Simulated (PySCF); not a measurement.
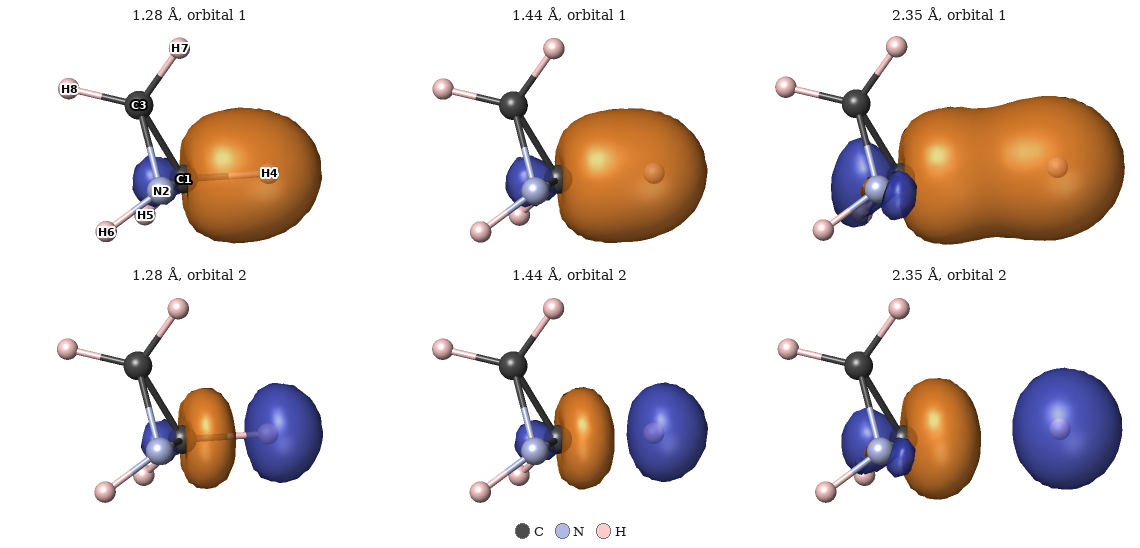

Figure 1: C2H5N, SMILES `C1NC1`. Rigid stretch of the C1–H4 bond. The two CASSCF(2,2) natural orbitals nearest half filling (orbital 1 the more occupied).

Level of theory: 6-311+G** basis (PySCF), at a geometry from GFN2-xTB. No frequency check shows the geometry to be a minimum.

How do the occupations change along the stretch?

1.28 Å: 1.97 and 0.03; 1.44 Å: 1.95 and 0.05; 2.35 Å: 1.61 and 0.39. At the longest distance computed (3.00 Å) they are 1.29 and 0.71, and the effective number of unpaired electrons is 1.7.

Where does the UHF solution part from RHF?

Between 1.44 Å (⟨S²⟩ = 0, the two coincide) and 1.66 Å (⟨S²⟩ = 0.05); at 3.00 Å ⟨S²⟩ is 0.99 and UHF lies 3.3 eV below RHF.

How much energy does the stretch cost?

By CASSCF, 4.3 eV from the lowest point of the scan (1.07 Å) to 3.00 Å; RHF gives 7.2 eV from its own lowest point. The fragments aren't relaxed and dynamic correlation is missing, so this isn't a bond dissociation energy.

Run time: 4.1 min on 1 thread of Arm Neoverse V1 (shared host), peak memory 0.26 GiB.
